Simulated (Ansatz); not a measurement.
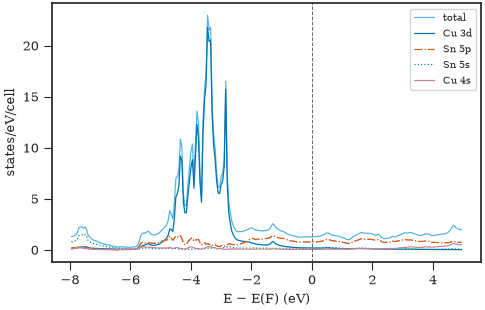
Figure. Total and projected density of states of CuSn (NiAs type, P6_3/mmc), PBEsol in the plane-wave PAW code Ansatz

**Question.** Which orbitals carry the states next to the Fermi level?

**Answer.** Within 0.5 eV of the Fermi level: Sn 5p 61 %, Cu 3d 14 %, Sn 5s 14 %, outside the projected shells 6 %. Projections are on Löwdin-orthogonalised atomic valence shells; empty p or d shells of many metals are not among them.

**Question.** Where is the tallest occupied peak in this window, and what makes it?

**Answer.** Near -3.4 eV, about 23 states/eV per cell; the largest projected share is Cu 3d.

The workflow started from a Materials Project entry (that database holds measured and hypothetical structures alike); the Crystallography Open Database files this formula in space group No. 194, but the cells were not matched. Its standing as an ambient phase is unchecked. The PBEsol relaxation kept the symmetry of its start; its stability against distortions is not shown here. The run is not spin-polarised. Spin–orbit coupling is left out wherever it is not named.

Potentials: the later of the program's two PAW sets.
